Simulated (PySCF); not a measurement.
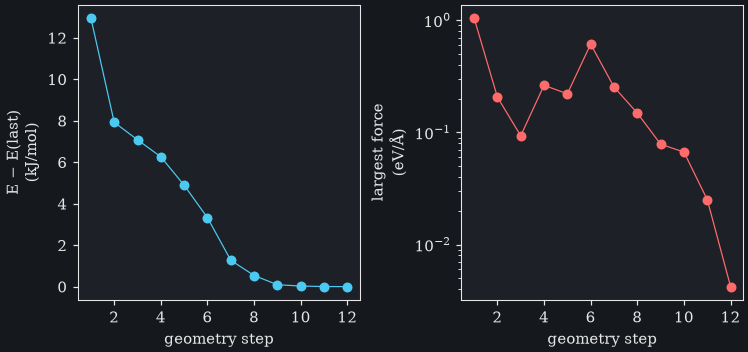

History of a geometry optimisation.

The run: Ethenylcyclopropane (SMILES C=CC1CC1), by PBE0-D3(BJ)/def2-SVP, geometry optimisation (PySCF 2.14.0, density fitting).

Question: How did the optimisation end?

Answer: The optimisation met its thresholds at geometry 12, counting the start as the first. The energy fell by about 13 kJ/mol from the first step to the last. The largest force goes from about 1 eV/Å at the start to 4 × 10⁻³ eV/Å at the end.
